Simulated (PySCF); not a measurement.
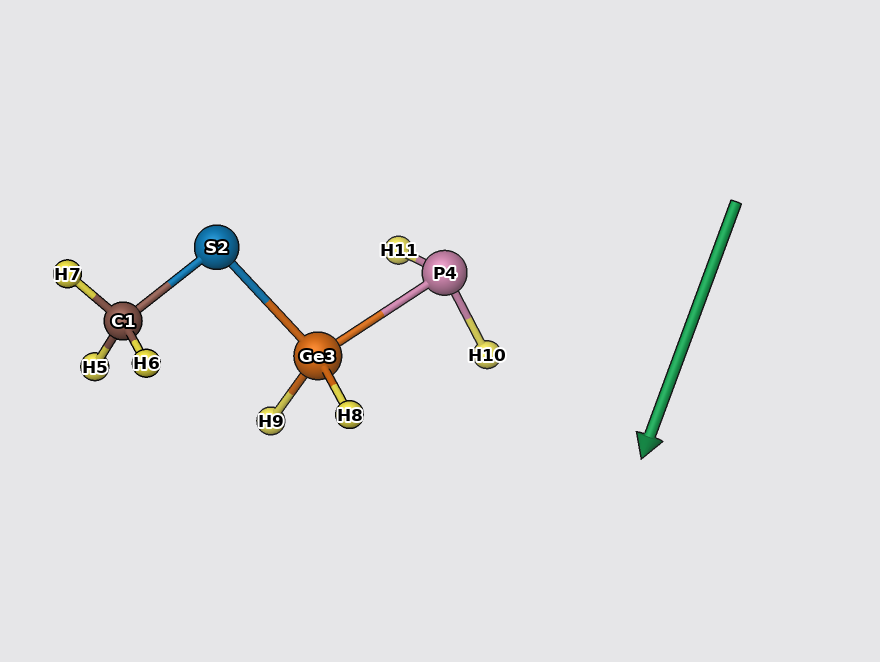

The arrow beside the molecule shows the direction of the dipole moment, from the negative to the positive end (its length means nothing). Computed geometry: PBE0-D3(BJ)/def2-SVP optimisation. No frequency run is at hand to confirm it as a minimum. Method: B3LYP/def2-SVPD in benzene (IEF-PCM) (PySCF 2.14.0).

Q: How large is the dipole moment?

A: 2.14 D; it points from the side of P4, H11 to the side of H5, H9 (the outermost atoms at the two ends).
